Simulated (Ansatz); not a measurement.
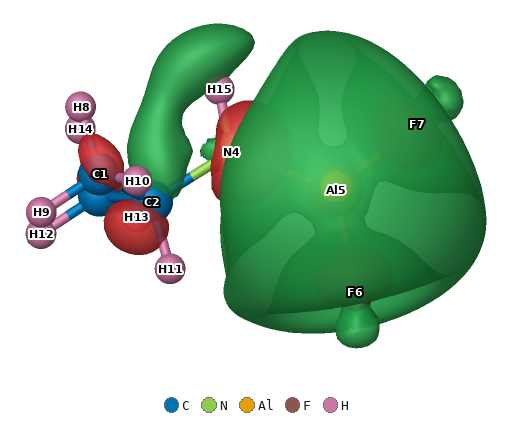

Figure 1: C$_{3}$H$_{8}$AlF$_{2}$N. The LUMO at ±0.06 Å⁻³ᐟ² (green and red are the two phases), seen from one side.

Geometry: PBE0-D4/def2-TZVP.

Method: Ansatz 0.2.0, RKS PBE0-D4/def2-TZVPP.

```tsv
atom	x (Å)	y (Å)	z (Å)
C	-0.5879	-0.3510	1.5613
C	0.2631	-0.0985	0.3256
C	1.0516	-1.3403	-0.0634
N	-0.5506	0.3775	-0.7859
Al	-0.4524	1.9120	-1.6143
F	0.6634	3.0275	-1.1602
F	-1.4635	2.2720	-2.8558
H	-1.3270	-1.1338	1.3616
H	0.0255	-0.6786	2.4044
H	-1.1251	0.5529	1.8545
H	0.9782	0.6979	0.5622
H	1.6856	-1.6805	0.7591
H	1.6851	-1.1428	-0.9302
H	0.3712	-2.1585	-0.3213
H	-1.2391	-0.3064	-1.0685
```

Where does this orbital lie, and at what energy?

Answer. By Hirshfeld shares it lies mainly on Al5 (about 65 %), N4 (about 10 %), F6 (about 10 %) and F7 (about 10 %). Its energy is −0.59 eV.
